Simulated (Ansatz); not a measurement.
**AlClFH: two vibrations frozen in**

Aim: map the energy of AlClFH, SMILES [F][AlH][Cl] over two coordinates, and find its wells, ridges and stiffness.

The runs use Ansatz 0.2.0; RHF-MP2, frozen core/def2-TZVP.

## Step 1: Starting geometry

SMILES `[F][AlH][Cl]`, 4 atoms, charge 0, spin multiplicity 1.

Atoms are counted from 1 here; the program's logs count them from 0.

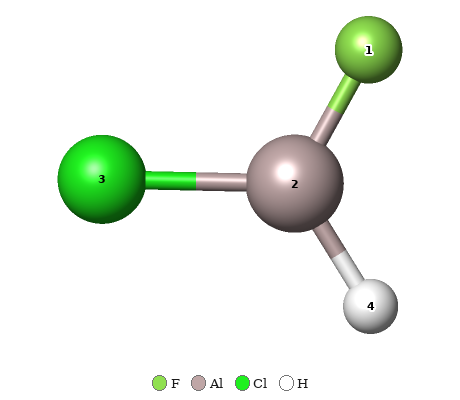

The starting geometry (colours as in the key); atoms are numbered from 1 in the order of the file.

Coordinates:

```
F     0.4771   -1.0414    1.2641
Al    0.1208    0.0341    0.0337
Cl   -1.6371   -0.2937   -1.0688
H     1.0947    1.2406   -0.2494
```

## Step 4: Setting up the map

The axes are (1) normal mode 1 (212 cm⁻¹): 13 values from −2.80 amu½·Å; (2) normal mode 3 (534 cm⁻¹): 13 values from −1.38 amu½·Å.

Nothing else is relaxed (straight displacements along the two mass-weighted modes). Energies count from the relaxed molecule at the same level. Points are written as (first, second).

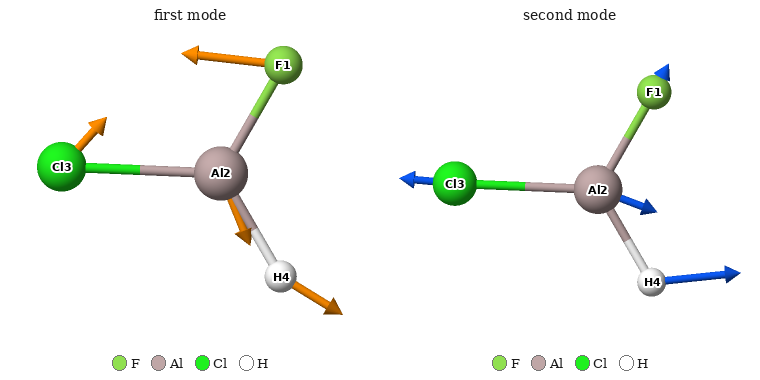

The reference structure; its two panels give the patterns of the first and the second mode as arrows.

Displacement patterns for an amplitude of 1 (Å):

```
atom      x1      y1      z1      x2      y2      z2
  F1  -0.136  -0.034  -0.078   0.009  -0.034   0.036
 Al2   0.051   0.078  -0.028   0.110   0.052   0.042
 Cl3   0.032  -0.043   0.063  -0.094  -0.022  -0.056
  H4   0.090   0.058   0.021   0.198   0.008   0.150
```

(The set-up runs are not shown.)

## Step 5: Point (2.34 amu½·Å, 0.00 amu½·Å)

Contents of input.yaml:

```yaml
crystal:
  periodic: [false, false, false]
  atoms:
    - { symbol: F, position_ang: [0.155492, -1.108711, 1.067218] }
    - { symbol: Al, position_ang: [0.242631, 0.214757, -0.025456] }
    - { symbol: Cl, position_ang: [-1.544766, -0.387751, -0.913732] }
    - { symbol: H, position_ang: [1.286809, 1.359039, -0.202125] }
basis:
  gaussian: { orbitals: def2-TZVP }
hamiltonian:
  xc: hf
output:
  forces: true
correlation:
  method: mp2
```

Launch:

```console
> ansatz run input.yaml --threads 1 --pin off --max-ram 2560MiB --backend cpu --events-out ev --progress --plain --runs-dir out
```

The session goes on with these runs: the other points that were computed.

Before running it: what results should come out? Wanted: lowest point; highest computed point; largest force on an atom.

The runs gave:

| quantity | value |
| --- | --- |
| lowest point | (0.00 amu½·Å, 0.00 amu½·Å), 0.0 kcal/mol |
| highest computed point | (2.80 amu½·Å, −1.38 amu½·Å), 53.5 kcal/mol above the lowest |
| largest force on an atom (eV/Å) | 0.0 at (0.00 amu½·Å, 0.00 amu½·Å) to 13.1 at (2.34 amu½·Å, −1.38 amu½·Å); 0.0 at the lowest point |
| time for the whole task | 7.9 min on 1 thread, shared host |

**Reading.** The lowest computed point is at (0.00 amu½·Å, 0.00 amu½·Å), 0.0 kcal/mol from the relaxed molecule at the same level. No other kind of well shows on this grid. The highest computed point, (2.80 amu½·Å, −1.38 amu½·Å), lies 53.5 kcal/mol above the lowest. Round the minimum the two coordinates are nearly uncoupled.
